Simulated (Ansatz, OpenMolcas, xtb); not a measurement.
A small benchmark: dipole moment

6 molecules with nitrogen; the dipole moment in D, computed less measured. Shapes, held fixed at every level: PBE0-D4/def2-TZVP. No vibrational averaging. Dipoles are compared by magnitude; molecules under 1 D, whose direction can flip, are left out. Programs: Ansatz 0.2.0, OpenMolcas 26.06, xtb 6.7.1. Measured values: NIST CCCBDB.

Levels: A = GFN2-xTB; B = r2SCAN-D4/def2-TZVPP; C = B3LYP/6-31G* (Cartesian functions); D = PBE0/def2-SVP.

```
                   molecule  measured      A      B      C      D
           HCN (SMILES C#N)      2.98  -0.34  +0.04  -0.08  -0.09
         CH3N (methanimine)      2.00  -0.04  -0.04  -0.05  -0.07
         CH5N (methylamine)      1.31  +0.15  -0.03  +0.10  +0.03
C2H5N (N-methylmethanimine)      1.53   0.00  -0.10  -0.12  -0.09
      C2H7N (dimethylamine)      1.03  +0.12  -0.13  -0.04  -0.07
            C4H5N (pyrrole)      1.84  +0.25  +0.10  +0.10  +0.19
```

**Question.** Which level does best on this set, which worst, and which err to one side?

**Answer.** 
| level | kind | mean error | mean absolute error | worst case |
| --- | --- | --- | --- | --- |
| GFN2-xTB | semi-empirical | +0.023 | 0.150 | HCN |
| r2SCAN-D4/def2-TZVPP | meta-GGA | -0.027 | 0.073 | C2H7N |
| B3LYP/6-31G* (Cartesian functions) | global hybrid | -0.015 | 0.082 | C2H5N |
| PBE0/def2-SVP | global hybrid | -0.017 | 0.090 | C4H5N |

On this set r2SCAN-D4/def2-TZVPP has the smallest mean absolute error and GFN2-xTB the largest. r2SCAN-D4/def2-TZVPP is too low in 4 of 6; B3LYP/6-31G* (Cartesian functions) is too low in 4 of 6; PBE0/def2-SVP is too low in 4 of 6. The levels differ in basis as well as in method. The tabulated value of C4H5N is in doubt (older tables, estimates, or at odds with other calculations) and kept here. Over the 5 molecules whose values aren't doubted the mean absolute errors are A 0.130; B 0.068; C 0.078; D 0.070. The smallest two are near a tie. The set is small.

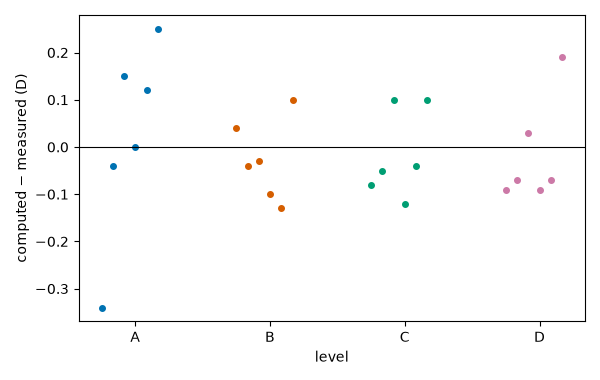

Errors of each level, one point a molecule.
